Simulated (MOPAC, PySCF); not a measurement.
Dissociation curve of BeO, singlet.

PM7, restricted, heats of formation (MOPAC); RKS-B3LYP/3-21G = restricted B3LYP/3-21G (PySCF); RKS-B3LYP/6-31G* = restricted B3LYP/6-31G*, spherical d run with PySCF 2.14.0; UKS-B3LYP/3-21G = unrestricted B3LYP/3-21G (PySCF).

Energies are in kcal/mol, each relative to the lowest point of its own curve near equilibrium.

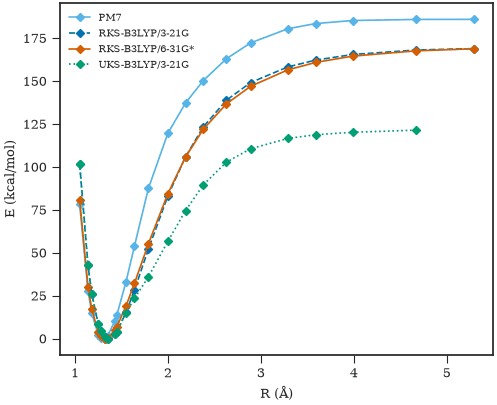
*Energy against bond length for each method.*

```csv
R / Å,PM7,RKS-B3LYP/3-21G,RKS-B3LYP/6-31G*,UKS-B3LYP/3-21G
1.05,78.1,101.8,81.0,101.8
1.14,28.0,42.6,30.3,42.6
1.18,14.9,26.3,17.3,26.3
1.25,2.4,8.5,4.1,8.5
1.28,0.3,4.2,1.4,4.2
1.32,0.0,0.9,0.0,0.9
1.35,1.4,0.0,0.2,0.0
1.43,10.4,2.6,5.0,2.6
1.45,13.6,4.1,6.8,4.1
1.55,33.2,15.3,19.0,15.0
1.64,53.9,28.3,32.2,23.4
1.79,87.5,52.1,55.2,36.0
2.00,119.7,83.2,84.5,56.7
2.19,137.3,106.0,105.8,74.6
2.38,150.3,123.3,121.9,89.5
2.63,163.0,138.9,136.8,102.8
2.89,172.2,149.1,147.0,110.6
3.29,180.5,158.2,156.5,116.6
3.59,183.5,162.2,160.9,118.8
3.99,185.3,165.5,164.5,120.2
4.67,185.9,168.1,167.6,121.4
5.29,186.0,168.9,168.8,—
```

At the longest distance, 5.29 Å, PM7 lies highest above its minimum (186.0 kcal/mol) and RKS-B3LYP/6-31G* lowest (168.8 kcal/mol).

Dashes: no converged value, or the column stops at the first point that the program doubted or that broke a chosen test of continuity, which isn't proof of a fault.

The restricted form behind PM7, RKS-B3LYP/3-21G, RKS-B3LYP/6-31G* keeps the bonding electrons paired and can't separate into open-shell fragments. The unrestricted determinant behind UKS-B3LYP/3-21G is spin-contaminated at 1.55 to 4.67 Å (<S²> up to 1.1, against 0.00 for a pure singlet).
